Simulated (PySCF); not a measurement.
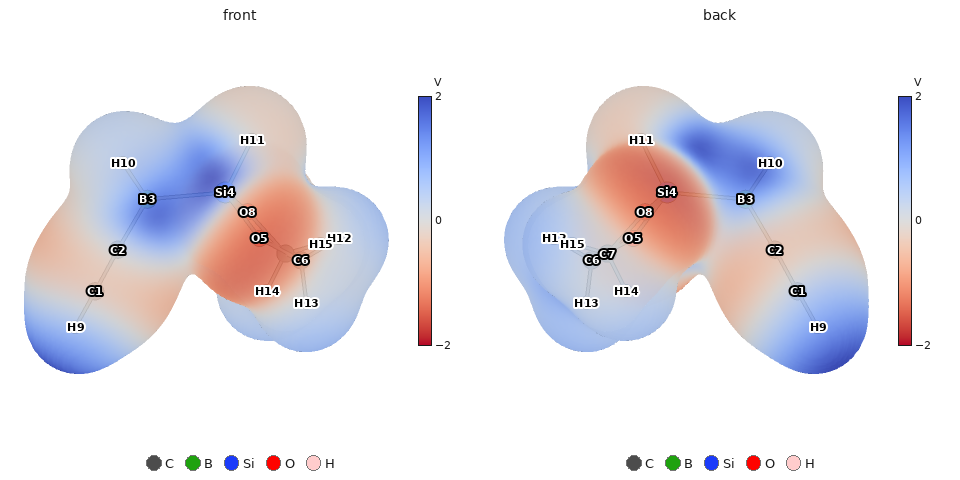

*C$_{4}$H$_{7}$BO$_{2}$Si (SMILES C#CB[SiH]1OCCO1). The molecular electrostatic potential painted on the density surface at 0.002 e/bohr³, seen from the front and from behind; red is negative and blue positive.*

Geometry: GFN2-xTB.

All numbers below come from PySCF, PBE0/def2-SVPD, SCF density, gas phase.

```tsv
atom	x (Å)	y (Å)	z (Å)
C	3.2930	0.8099	0.7067
C	2.6453	0.0161	0.0644
B	1.8075	-0.9430	-0.7088
Si	-0.1449	-0.8805	-0.6467
O	-0.7299	-1.0946	0.8870
C	-1.7604	-0.1949	1.1551
C	-1.5710	1.0253	0.2332
O	-0.7992	0.6272	-0.8579
H	3.8637	1.4981	1.2619
H	2.3383	-1.7404	-1.3818
H	-0.9270	-1.7547	-1.5469
H	-2.7218	-0.6761	0.9453
H	-1.7210	0.0828	2.2109
H	-1.0444	1.8295	0.7589
H	-2.5324	1.4033	-0.1248
```

Describe the electrostatic potential map.

Answer. The most negative region (about −1.4 V) lies over O5 and O8, the most positive (about +1.9 V) over H9.
